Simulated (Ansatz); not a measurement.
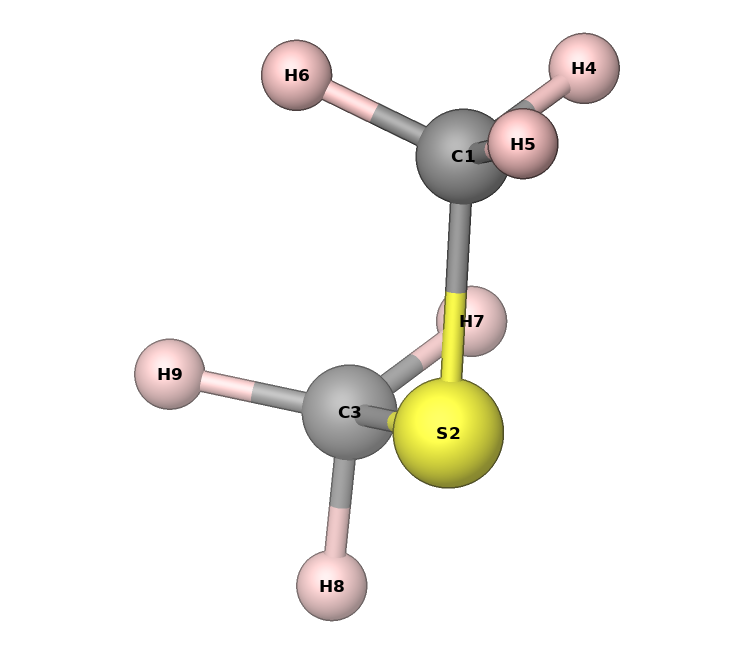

The picture comes from a calculation with Ansatz.

C3 lies behind S2. The molecule seen a little off the S2–C3 bond, S2 in front. Distant atoms are faded towards the background colour. Geometry: moved along internal coordinates away from the minimum.

Q: What is the torsion angle C1–S2–C3–H7? The sign is positive where the front bond must turn clockwise to cover the back bond.

A: 61°, synclinal (gauche).
